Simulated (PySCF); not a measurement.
System: C₄H₁₁NO₂Si (SMILES CC(=O)O[SiH2]N(C)C).

```xyz
19

C     2.0848    0.1941   -0.3579
C     1.0514    0.8612    0.4992
O     1.2893    1.6401    1.3911
O    -0.1972    0.5082    0.1864
Si   -1.4700    1.2175    1.1227
N    -2.9774    0.6076    0.5744
C    -3.6428    1.1454   -0.5866
C    -3.4957   -0.6624    1.0204
H     1.8823    0.4078   -1.4175
H     2.0174   -0.8966   -0.2308
H     3.0852    0.5449   -0.0816
H    -1.2781    0.7888    2.5302
H    -1.4371    2.6801    0.8722
H    -3.2439    2.1395   -0.8382
H    -3.5252    0.5010   -1.4801
H    -4.7272    1.2585   -0.4021
H    -4.5755   -0.5894    1.2475
H    -2.9855   -0.9901    1.9386
H    -3.3704   -1.4615    0.2635
```

Geometry: PBE0-D3(BJ)/def2-SVP.

Computed with PBE0/pcSseg-1, SCF density, gas phase, non-relativistic in PySCF 2.14.0.

> Predict the electron density and electron localisation function between the atoms.

C–O (1.21 Å): ρ is about 3.3 e/Å³ halfway; the ELF peaks at about 0.85 between the atoms; a multiple bond.
C–C (1.50 Å): ρ is about 1.8 e/Å³ halfway; the ELF peaks at about 0.95 between the atoms: a shared electron pair.
Si–N (1.72 Å): ρ is about 1.1 e/Å³ halfway; the ELF peaks at about 0.90 between the atoms: a polar covalent bond.
Si–O (1.73 Å): the density is about 0.95 e/Å³ at the midpoint; the ELF peaks at about 0.90 between the atoms, as expected for a polar covalent bond.

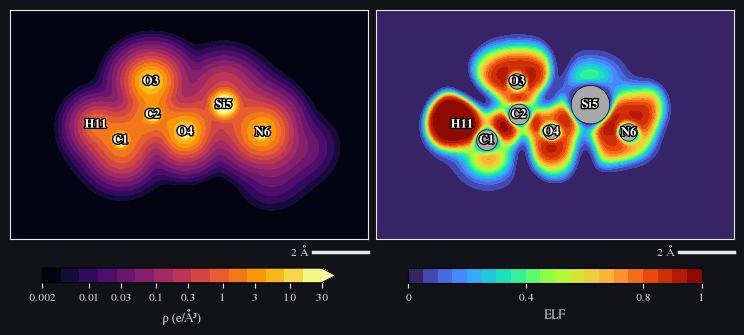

Computed electron density and electron localisation function on the plane of atoms O4, Si5 and N6, in this order. Grey discs cover the atomic cores in the ELF map. 
